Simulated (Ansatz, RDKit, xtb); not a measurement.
**C3H9BrGe: ranking a sample of isomers, part 1 of 2**

A sample of isomers of C3H9BrGe is drawn. Aim: find which of them has the lowest free energy at 298.15 K, then its properties. The sample is small against all isomers, and the most stable one of this formula need not be in it.

Plan: many cheap relaxations first (GFN2-xTB), then density-functional screening, relaxation at PBE-D3(BJ)/def2-SVP, vibrations (at GFN2-xTB) and a final energy. The numbers are computed, not measured.

### Step 1. Candidates

Isomers were taken from a list of plausible structures; this is a sample, not all of them. That gives 5 candidates.

Candidates are built by distance geometry, with a force field where one applies, in up to four conformers (letters a to d).

### Step 2. Search with GFN2-xTB

All 14 starts are relaxed the same way. One of them, c933a (taken from a list of positional isomers, embedded by distance geometry and UFF), in full:

File start.xyz:

```xyz
14
c933a
C     -2.634842    -0.406125     0.905569
C     -1.194454    -0.919343     0.450533
C     -0.855529    -0.288790    -0.873413
Br    -1.244143    -2.811480     0.297903
Ge     1.036145    -0.542078    -1.338803
H     -3.387264    -0.717052     0.123490
H     -2.622317     0.670771     1.033884
H     -2.884011    -0.917604     1.860104
H     -0.477221    -0.623800     1.204395
H     -1.469954    -0.637636    -1.727804
H     -1.012869     0.837537    -0.830852
H      1.930348    -0.016175    -0.172693
H      1.312643    -2.089420    -1.536427
H      1.379822     0.177462    -2.647769
```

Launch:

```bash
$ xtb start.xyz --gfn 2 --opt
```

Output, cut to the lines that bear on the results:

```text
* xtb version 6.7.1
[...]
          :  # basis functions                  41          :
[...]
          :  # electrons                        32          :
[...]
          :  Hamiltonian                  GFN2-xTB          :
[...]
          :  net charge                          0          :
          :  unpaired electrons                  0          :
[...]
   *** convergence criteria satisfied after 14 iterations ***
[...]
   *** GEOMETRY OPTIMIZATION CONVERGED AFTER 19 ITERATIONS ***
[...]
   *** convergence criteria satisfied after 3 iterations ***
[...]
         ::                     SUMMARY                     ::
         :::::::::::::::::::::::::::::::::::::::::::::::::::::
         :: total energy             -17.013741937511 Eh    ::
         :: gradient norm              0.000867027254 Eh/a0 ::
         :: HOMO-LUMO gap              4.843832593704 eV    ::
         ::.................................................::
         :: SCC energy               -17.174324835121 Eh    ::
         :: -> isotropic ES            0.004620703490 Eh    ::
         :: -> anisotropic ES          0.002791180248 Eh    ::
         :: -> anisotropic XC          0.003373993772 Eh    ::
         :: -> dispersion             -0.009777599286 Eh    ::
         :: repulsion energy           0.160582897610 Eh    ::
         :: add. restraining           0.000000000000 Eh    ::
         :: total charge              -0.000000000000 e     ::
         :::::::::::::::::::::::::::::::::::::::::::::::::::::
[...]
        16        2.0000           -0.4056094             -11.0372 (HOMO)
        17                         -0.2276018              -6.1934 (LUMO)
[...]
     #   Z          covCN         q      C6AA      α(0)
     1   6          3.823    -0.102    22.421     6.738
     2   6          3.809     0.068    19.433     6.275
     3   6          3.790    -0.095    22.331     6.730
     4  35          1.174    -0.187   190.248    22.239
     5  32          3.834     0.102   169.608    23.372
     6   1          0.925     0.051     2.302     2.373
     7   1          0.925     0.042     2.417     2.431
     8   1          0.925     0.053     2.285     2.364
     9   1          0.926     0.041     2.433     2.439
    10   1          0.924     0.039     2.462     2.454
    11   1          0.924     0.030     2.583     2.513
    12   1          0.939    -0.017     3.368     2.869
    13   1          0.940     0.002     3.022     2.718
    14   1          0.938    -0.028     3.596     2.965
[...]
     #   Z sym  total        # sym  WBO       # sym  WBO       # sym  WBO
 ---------------------------------------------------------------------------
     1   6      3.992 --     2      1.020     6      0.984     8      0.984
                             7      0.977
     2   6      3.951 --     3      1.025     1      1.020     9      0.972
                             4      0.936
     3   6      3.983 --     2      1.025    10      0.966    11      0.963
                             5      0.876
     4  35      1.060 --     2      0.936
     5  32      3.561 --     3      0.876    12      0.866    14      0.864
                            13      0.863
     6   1      0.997 --     1      0.984
     7   1      0.998 --     1      0.977
     8   1      0.997 --     1      0.984
     9   1      0.998 --     2      0.972
[...]
molecular dipole:
                 x           y           z       tot (Debye)
 q only:       -0.216       0.679      -0.093
   full:       -0.569       1.460      -0.071       3.988
molecular quadrupole (traceless):
[...]
          | TOTAL ENERGY              -17.013741937511 Eh   |
          | GRADIENT NORM               0.000867027254 Eh/α |
          | HOMO-LUMO GAP               4.843832593704 eV   |
           -------------------------------------------------
[...]
```

Wall time 0.2 s (2 threads of Arm Neoverse N1, shared host).

### Step 3. What the search left

14 of the 14 relaxations converged; the search merged 1 into others by its test of bonds and energy. 13 distinct structures remain:

| label | start | SMILES after | spin | energy (kcal/mol) |
| --- | --- | --- | --- | --- |
| c933a | drawn | C[C@@H](Br)[CH2][GeH3] | singlet | 0.0 |
| c933c | drawn | C[C@@H](Br)[CH2][GeH3] | singlet | 0.5 |
| c933b | drawn | C[C@@H](Br)[CH2][GeH3] | singlet | 0.5 |
| c998a | drawn | C[C](C)([GeH3])Br | singlet | 1.1 |
| c409c | drawn | CC[C@@H]([GeH3])Br | singlet | 2.3 |
| c353c | drawn | C[C@@H]([GeH3])CBr | singlet | 2.3 |
| c409b | drawn | CC[C@@H]([GeH3])Br | singlet | 2.4 |
| c353b | drawn | C[C@@H]([GeH3])CBr | singlet | 2.4 |
| c759d | drawn | [GeH3][CH2]CCBr | singlet | 2.6 |
| c759c | drawn | [GeH3][CH2]CCBr | singlet | 3.1 |
| c353a | drawn | C[C@@H]([GeH3])CBr | singlet | 3.1 |
| c759a | drawn | [GeH3][CH2]CCBr | singlet | 3.4 |
| c759b | drawn | [GeH3][CH2]CCBr | singlet | 3.4 |

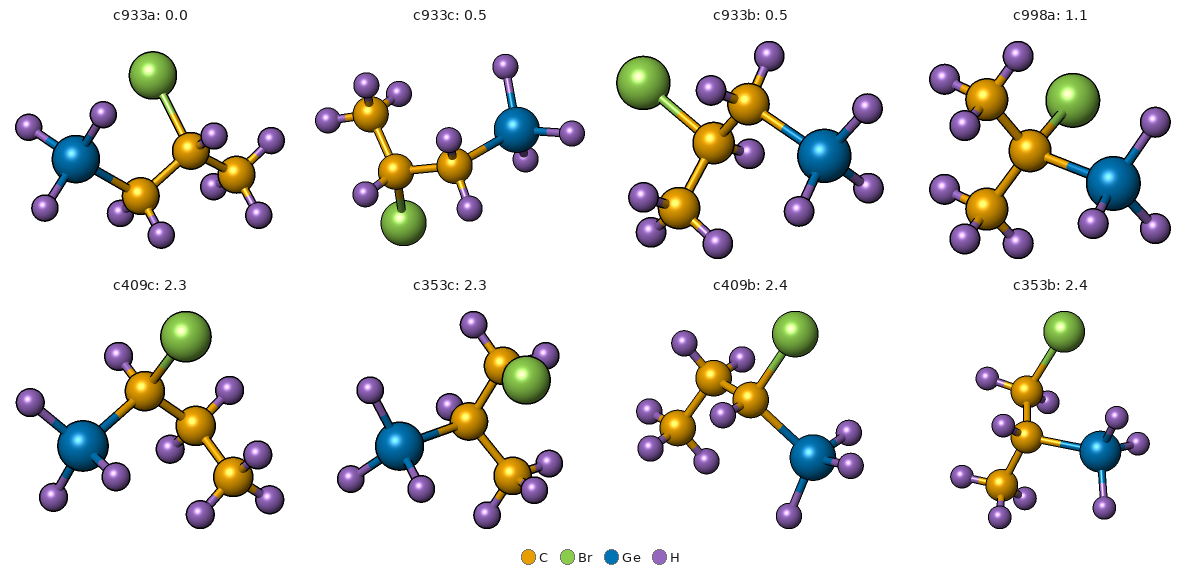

The 8 lowest minima that did not fall apart, with their GFN2-xTB energies in kcal/mol.

### Step 4. Screening with a density functional

A choice of the minima (the low ones first, few conformers of a pattern, up to a cap) and the lowest that fell apart get a single point at r2SCAN-D4/def2-SVP on the tight-binding geometry, and one at HF/STO-3G for comparison. Some singlets are also tried as triplets at the same geometry (label ending in t). Within 40 kcal/mol but not screened, among others: c933b, c353a, c759a, c759b. The first, c933a:

File input.yaml:

```yaml
crystal:
  periodic: [false, false, false]
  atoms:
    - {symbol: C, position_ang: [-2.667958, -0.493654, 0.854643]}
    - {symbol: C, position_ang: [-1.207412, -0.697603, 0.505489]}
    - {symbol: C, position_ang: [-0.835779, -0.173147, -0.864919]}
    - {symbol: Br, position_ang: [-0.782359, -2.623971, 0.579960]}
    - {symbol: Ge, position_ang: [1.007977, -0.686532, -1.384031]}
    - {symbol: H, position_ang: [-3.308293, -0.988872, 0.126798]}
    - {symbol: H, position_ang: [-2.897988, 0.570559, 0.851132]}
    - {symbol: H, position_ang: [-2.891961, -0.895160, 1.841249]}
    - {symbol: H, position_ang: [-0.563286, -0.256385, 1.270502]}
    - {symbol: H, position_ang: [-1.539398, -0.556021, -1.608912]}
    - {symbol: H, position_ang: [-0.941880, 0.914804, -0.859277]}
    - {symbol: H, position_ang: [1.900086, -0.670688, -0.185601]}
    - {symbol: H, position_ang: [1.060141, -2.034916, -2.012163]}
    - {symbol: H, position_ang: [1.544465, 0.307852, -2.366752]}
basis:
  gaussian: {orbitals: def2-SVP}
total_charge: 0
scf: {lower_state_search: "off"}
output: {orbitals: {seedname: orbitals}}
hamiltonian: {xc: {name: r2SCAN}, dispersion: d4}
```

Launch:

```bash
$ ansatz run input.yaml --threads 2 --pin off --max-ram 5220MiB --events-out events.jsonl --progress --plain --runs-dir runs
```

Output, cut to the lines that bear on the results:

```text
Warning: RAYON_NUM_THREADS=2 ignored (pool sized by the plan → 2); use --threads N
Functional definition: r2SCAN
  name "r2SCAN"
[...]
1692 factors; their error is unknown
[...]
mean field -129802.05870932 eV, -4770.1376745721 hartree, gradient 9.2e-6 eV, S^2 0.000000; 0 other end points of the search recorded, 0 dependent functions left out
reference -129802.05872045 eV, -4770.1376749813 hartree; 47, 47 occupied and 104, 104 virtual orbitals, 1692 factors
Total energy: -129802.14458467 eV, -4770.1408304332 hartree
Checks for a lower state left out: stability, starts, cluster_reference, orbital_swaps, neighbouring_geometries, increment
```

Run time: 6.9 s. Hardware: 2 threads of Arm Neoverse N1, shared host; peak memory 0.21 GiB.

Relative energies in kcal/mol, each column from its lowest structure that stays in one piece:

| label | SMILES | spin | GFN2-xTB | HF/STO-3G | r2SCAN-D4/def2-SVP |
| --- | --- | --- | --- | --- | --- |
| c998a | C[C](C)([GeH3])Br | singlet | 1.1 | 3.4 | 0.0 |
| c933a | C[C@@H](Br)[CH2][GeH3] | singlet | 0.0 | 0.0 | 0.3 |
| c933c | C[C@@H](Br)[CH2][GeH3] | singlet | 0.5 | 0.5 | 0.5 |
| c759c | [GeH3][CH2]CCBr | singlet | 3.1 | 0.8 | 2.3 |
| c409c | CC[C@@H]([GeH3])Br | singlet | 2.3 | 2.3 | 2.4 |
| c409b | CC[C@@H]([GeH3])Br | singlet | 2.4 | 2.2 | 2.8 |
| c353c | C[C@@H]([GeH3])CBr | singlet | 2.3 | 2.6 | 3.5 |
| c353b | C[C@@H]([GeH3])CBr | singlet | 2.4 | 2.6 | 4.0 |
| c759d | [GeH3][CH2]CCBr | singlet | 2.6 | 2.7 | 4.6 |
| c998at | C[C](C)([GeH3])Br | triplet | – | – | 116.9 |
| c933at | C[C@@H](Br)[CH2][GeH3] | triplet | – | – | 130.8 |

### Step 5. Third filter: density-functional geometries

5 candidates are relaxed at PBE-D3(BJ)/def2-SVP (chosen among the lowest in one piece, one conformer a pattern). The first, c998a:

File input.yaml:

```yaml
crystal:
  periodic: [false, false, false]
  atoms:
    - symbol: C
      position_ang: [-1.391287, -1.067330, 1.138201]
    - symbol: C
      position_ang: [-0.799937, -0.302304, -0.025028]
    - symbol: C
      position_ang: [-1.859801, 0.430277, -0.818562]
    - symbol: Br
      position_ang: [0.458321, 1.057535, 0.713811]
    - symbol: Ge
      position_ang: [0.415606, -1.401970, -1.159170]
    - symbol: H
      position_ang: [-1.973242, -0.412901, 1.787401]
    - symbol: H
      position_ang: [-2.048523, -1.849291, 0.754792]
    - symbol: H
      position_ang: [-0.609460, -1.538025, 1.734685]
    - symbol: H
      position_ang: [-2.444189, 1.093195, -0.179887]
    - symbol: H
      position_ang: [-2.533779, -0.297510, -1.272655]
    - symbol: H
      position_ang: [-1.411047, 1.025523, -1.614115]
    - symbol: H
      position_ang: [-0.332723, -2.516820, -1.830071]
    - symbol: H
      position_ang: [1.033471, -0.528786, -2.200642]
    - symbol: H
      position_ang: [1.487639, -1.983362, -0.298544]
basis:
  gaussian:
    orbitals: def2-SVP
hamiltonian:
  xc: {name: PBE}
  dispersion: d3bj
scf:
  lower_state_search: "off"
magnetization:
  spin_polarized: false
relax:
  f_tol: 0.006
```

Launch:

```bash
$ ansatz run input.yaml --threads 2 --pin off --max-ram 5220MiB --events-out events.jsonl --progress --plain --runs-dir runs
```

Output, cut to the lines that bear on the results:

```text
Warning: RAYON_NUM_THREADS=2 ignored (pool sized by the plan → 2); use --threads N
[...]
Functional definition: PBE
  name "PBE"
[...]
1692 factors; their error is unknown
[...]
mean field -129780.44477144 eV, -4769.3433770056 hartree, gradient 4.4e-6 eV, S^2 0.000000; 0 other end points of the search recorded, 0 dependent functions left out
[...]
reference -129780.44481067 eV, -4769.3433784473 hartree; 47, 47 occupied and 104, 104 virtual orbitals, 1692 factors
relax step   1: F+E_penalty+E_count = -129780.82322242 eV  Δ(F+E_penalty+E_count) = +0.000e0 eV  max|allowed force component| = 7.274e-1 eV/Å  Δτ_max = 0.0000 Å  (18 SCF iters, accepted)
[...]
relax step   6: F+E_penalty+E_count = -129780.96599529 eV  Δ(F+E_penalty+E_count) = -5.552e-5 eV  max|allowed force component| = 7.902e-3 eV/Å  Δτ_max = 0.0029 Å  (13 SCF iters, accepted)
[...]
Atom 5 at    -1.983818    -0.432002     1.804092 Å, force     0.000443    -0.000116    -0.000278 eV/Å
Atom 6 at    -2.031030    -1.876414     0.737302 Å, force     0.000249    -0.000057     0.000262 eV/Å
Atom 7 at    -0.587733    -1.560708     1.760093 Å, force    -0.000197     0.000289    -0.000005 eV/Å
Atom 8 at    -2.463395     1.100785    -0.198710 Å, force     0.000470    -0.000176    -0.000193 eV/Å
Atom 9 at    -2.518534    -0.318099    -1.298856 Å, force     0.000150     0.000274    -0.000175 eV/Å
Atom 10 at    -1.403647     1.047311    -1.647521 Å, force    -0.000139     0.000032     0.000322 eV/Å
Atom 11 at    -0.439562    -2.518781    -1.807869 Å, force    -0.000413    -0.000094     0.000007 eV/Å
Atom 12 at     1.042433    -0.511435    -2.260662 Å, force     0.000123     0.000001    -0.000217 eV/Å
Atom 13 at     1.518868    -2.033353    -0.271746 Å, force     0.000181    -0.000208     0.000018 eV/Å
Dipole moment:    -0.301329    -0.197075    -0.078676 e Å
Checks for a lower state left out: stability, starts, cluster_reference, orbital_swaps, neighbouring_geometries, increment
```

Wall time 32 s (2 threads of Arm Neoverse N1, shared host); peak memory 0.22 GiB.

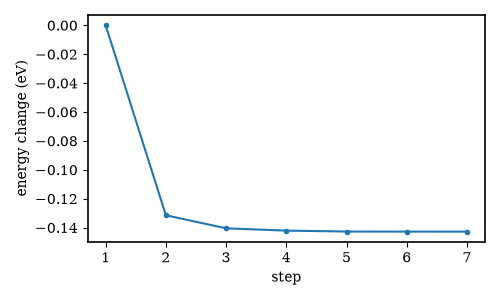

Energy along the run, all evaluated steps.

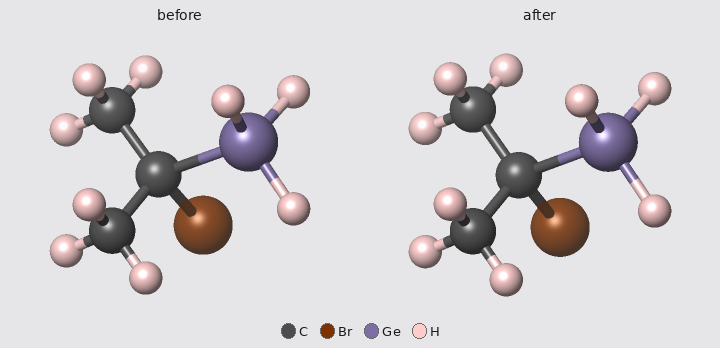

Before and after, at one scale.

After the run. Bond lengths: C1–C2 1.524 Å, C2–C3 1.524 Å, C2–Br4 2.011 Å, C2–Ge5 1.998 Å, C1–H6 1.110 Å, C1–H7 1.112 Å, C1–H8 1.107 Å, C3–H9 1.110 Å, C3–H10 1.112 Å, C3–H11 1.107 Å, Ge5–H12 1.558 Å, Ge5–H13 1.548 Å, Ge5–H14 1.548 Å. Some angles: C1–C2–C3 112.6°, C1–C2–Br4 107.9°, C1–C2–Ge5 111.7°, C3–C2–Br4 107.9°, C3–C2–Ge5 111.7°, Br4–C2–Ge5 104.5°, C2–C1–H6 111.0°, C2–C1–H7 109.4°, C2–C1–H8 112.1°, C2–C3–H9 111.0°.

### Step 6. The relaxed candidates

| label | spin | r2SCAN-D4/def2-SVP (kcal/mol) | PBE-D3(BJ)/def2-SVP, relaxed (kcal/mol) | time |
| --- | --- | --- | --- | --- |
| c933a | singlet | 0.3 | 0.0 | 40 s |
| c998a | singlet | 0.0 | 0.7 | 32 s |
| c759c | singlet | 2.3 | 2.1 | 51 s |
| c409c | singlet | 2.4 | 2.2 | 41 s |
| c353c | singlet | 3.5 | 2.5 | 51 s |

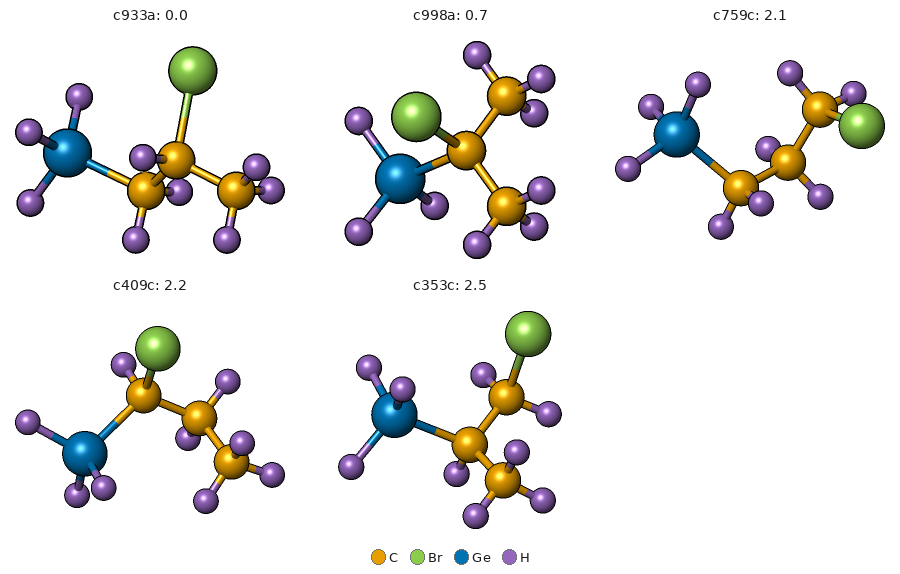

The relaxed structures, with energies at PBE-D3(BJ)/def2-SVP in kcal/mol.

### Step 7. Are they minima? Harmonic frequencies

The lowest few go on as finalists. In this search the thermal terms come from GFN2-xTB at its own nearest minimum. The first, c933a:

File start.xyz:

```xyz
14
c933a
C     -2.675693    -0.452791     0.877478
C     -1.235064    -0.770219     0.505861
C     -0.821545    -0.255729    -0.866769
Br    -0.966522    -2.749248     0.598622
Ge     1.050563    -0.637768    -1.402935
H     -3.380607    -0.886856     0.140538
H     -2.818579     0.649031     0.884395
H     -2.933990    -0.842489     1.880802
H     -0.541086    -0.397086     1.285312
H     -1.501954    -0.654162    -1.648310
H     -0.943670     0.850058    -0.868971
H      1.973059    -0.496381    -0.162661
H      1.196228    -2.053188    -2.008869
H      1.475216     0.413096    -2.466375
```

Launch:

```bash
$ xtb start.xyz --gfn 2 --ohess tight
```

Output, cut to the lines that bear on the results:

```text
* xtb version 6.7.1
[...]
          :  # basis functions                  41          :
[...]
          :  # electrons                        32          :
[...]
          :  Hamiltonian                  GFN2-xTB          :
[...]
          :  net charge                          0          :
          :  unpaired electrons                  0          :
[...]
   *** convergence criteria satisfied after 14 iterations ***
[...]
   *** GEOMETRY OPTIMIZATION CONVERGED AFTER 14 ITERATIONS ***
[...]
   *** convergence criteria satisfied after 3 iterations ***
[...]
         ::                     SUMMARY                     ::
         :::::::::::::::::::::::::::::::::::::::::::::::::::::
         :: total energy             -17.013745059735 Eh    ::
         :: gradient norm              0.000227705761 Eh/a0 ::
         :: HOMO-LUMO gap              4.847650423057 eV    ::
         ::.................................................::
         :: SCC energy               -17.174253942108 Eh    ::
         :: -> isotropic ES            0.004625454420 Eh    ::
         :: -> anisotropic ES          0.002791339617 Eh    ::
         :: -> anisotropic XC          0.003370399092 Eh    ::
         :: -> dispersion             -0.009777256070 Eh    ::
         :: repulsion energy           0.160508882372 Eh    ::
         :: add. restraining           0.000000000000 Eh    ::
         :: total charge               0.000000000000 e     ::
         :::::::::::::::::::::::::::::::::::::::::::::::::::::
[...]
        16        2.0000           -0.4055981             -11.0369 (HOMO)
        17                         -0.2274498              -6.1892 (LUMO)
[...]
molecular dipole:
                 x           y           z       tot (Debye)
 q only:       -0.212       0.681      -0.092
   full:       -0.563       1.461      -0.067       3.984
molecular quadrupole (traceless):
[...]
          | TOTAL ENERGY              -17.013745059806 Eh   |
          | TOTAL ENTHALPY            -16.900051937053 Eh   |
          | TOTAL FREE ENERGY         -16.942964872837 Eh   |
          | GRADIENT NORM               0.000228295256 Eh/α |
[...]
```

Run time: 0.51 s. Hardware: 2 threads of Arm Neoverse N1, shared host; peak memory 0.11 GiB.

### Step 8. Thermal terms of the finalists

As xtb prints them, at 298.15 K, with its own treatment of low modes:

| label | SMILES | spin | lowest mode (cm⁻¹) | zero-point (kcal/mol) | G − E (kcal/mol) |
| --- | --- | --- | --- | --- | --- |
| c933a | C[C@@H](Br)[CH2][GeH3] | singlet | 71 | 65.7 | 44.4 |
| c998a | C[C](C)([GeH3])Br | singlet | 111 | 65.1 | 43.9 |
| c759c | [GeH3][CH2]CCBr | singlet | 29 | 65.9 | 44.6 |
| c409c | CC[C@@H]([GeH3])Br | singlet | 90 | 65.8 | 44.4 |
| c353c | C[C@@H]([GeH3])CBr | singlet | 71 | 65.8 | 44.5 |

### Step 9. Last filter: a higher level

Single points at CCSD(T)/def2-SVP + MP2/def2-TZVPP - MP2/def2-SVP on the refined geometries decide the order.

c933a, CCSD(T)/def2-SVP:

File input.yaml:

```yaml
crystal:
  periodic: [false, false, false]
  atoms:
    - symbol: C
      position_ang: [-2.675693, -0.452791, 0.877478]
    - symbol: C
      position_ang: [-1.235064, -0.770219, 0.505861]
    - symbol: C
      position_ang: [-0.821545, -0.255729, -0.866769]
    - symbol: Br
      position_ang: [-0.966522, -2.749248, 0.598622]
    - symbol: Ge
      position_ang: [1.050563, -0.637768, -1.402935]
    - symbol: H
      position_ang: [-3.380607, -0.886856, 0.140538]
    - symbol: H
      position_ang: [-2.818579, 0.649031, 0.884395]
    - symbol: H
      position_ang: [-2.933990, -0.842489, 1.880802]
    - symbol: H
      position_ang: [-0.541086, -0.397086, 1.285312]
    - symbol: H
      position_ang: [-1.501954, -0.654162, -1.648310]
    - symbol: H
      position_ang: [-0.943670, 0.850058, -0.868971]
    - symbol: H
      position_ang: [1.973059, -0.496381, -0.162661]
    - symbol: H
      position_ang: [1.196228, -2.053188, -2.008869]
    - symbol: H
      position_ang: [1.475216, 0.413096, -2.466375]
basis:
  gaussian:
    orbitals: def2-SVP
correlation:
  method: ccsd_t
  frozen_orbitals: {C: 1, H: 0, Br: 9, Ge: 9}
```

Launch:

```bash
$ ansatz run input.yaml --threads 2 --pin off --max-ram 5220MiB --events-out events.jsonl --progress --plain --runs-dir runs
```

Output, cut to the lines that bear on the results:

```text
Warning: RAYON_NUM_THREADS=2 ignored (pool sized by the plan → 2); use --threads N
Functional definition: HF
  name "HF"
[...]
1526 factors; integrals over basis functions are off by at most 1.4e-3 eV
[...]
mean field -129688.29005348 eV, -4765.9567535852 hartree, gradient 6.8e-6 eV, S^2 0.000000; 0 other end points of the search recorded, 0 dependent functions left out
21 core orbitals not correlated: weight in the atoms' cores, before any rotation towards them, 1.000 or more for the frozen orbitals, at most 0.000 for the correlated occupied ones
reference -129688.29005348 eV, -4765.9567535852 hartree; 26, 26 occupied and 104, 104 virtual orbitals, 1526 factors
second order -24.63416195 eV of doubles, -0.00000000 eV of singles
cycle   1  -25.13429251 eV  change   -5.0e-1 eV  update   1.1e-1
[...]
cycle   8  -25.94903453 eV  change   -2.1e-5 eV  update   2.9e-5
perturbative correction -0.75885138 eV, -0.0278872739 hartree
Total energy: -129714.99793939 eV, -4766.9382502892 hartree
```

It took 2.3 min on 2 threads of Arm Neoverse N1, shared host; peak memory 1.4 GiB.

### Step 10. c933a at MP2/def2-TZVPP

Changes to input.yaml since step 9:

```diff
@@ -33,5 +33,5 @@
   gaussian:
-    orbitals: def2-SVP
+    orbitals: def2-TZVPP
 correlation:
-  method: ccsd_t
+  method: mp2
   frozen_orbitals: {C: 1, H: 0, Br: 9, Ge: 9}
```

Launch:

```bash
$ ansatz run input.yaml --threads 2 --pin off --max-ram 5220MiB --events-out events.jsonl --progress --plain --runs-dir runs
```

Output:

```text
Warning: RAYON_NUM_THREADS=2 ignored (pool sized by the plan → 2); use --threads N
Functional definition: HF
  name "HF"
  exchange = exact_x
  correlation = 0
1894 factors; integrals over basis functions are off by at most 1.1e-3 eV
mean field evaluation 1: about -129704.1838 eV, gradient 3.2e1 eV
mean field evaluation 2: about -129704.4077 eV, gradient 3.2e1 eV
mean field evaluation 4: about -129707.4846 eV, gradient 4.4e0 eV
mean field evaluation 8: about -129707.5441 eV, gradient 2.2e-1 eV
mean field -129707.54429234 eV, -4766.6643338122 hartree, gradient 5.4e-6 eV, S^2 0.000000; 0 other end points of the search recorded, 0 dependent functions left out
21 core orbitals not correlated: weight in the atoms' cores, before any rotation towards them, 1.000 or more for the frozen orbitals, at most 0.000 for the correlated occupied ones
reference -129707.54429234 eV, -4766.6643338122 hartree; 26, 26 occupied and 268, 268 virtual orbitals, 1894 factors
second order -29.23082834 eV of doubles, -0.00000000 eV of singles
Total energy: -129736.77512068 eV, -4767.7385469403 hartree
```

Wall time 29 s (2 threads of Arm Neoverse N1, shared host); peak memory 1.1 GiB.

(Continued in part 2 of 2.)
